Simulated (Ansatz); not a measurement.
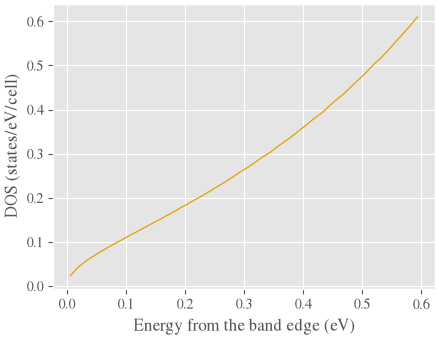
Density of states of CdTe (F-43m) below the valence band maximum, PBEsol with spin-orbit coupling, rigid bands (Ansatz, a first-principles code); cell volume 68.3 Å³.

**Question.** What effective density of states at 300 K does this give (∫ g(E) exp(−E/k_BT) dE, both spins, divided by the cell's size)?

**Answer.** 1.7e19 cm⁻³, a density-of-states mass of 0.78 mₑ, valleys and band degeneracy included.

Geometry: cell and atoms relaxed with PBEsol.
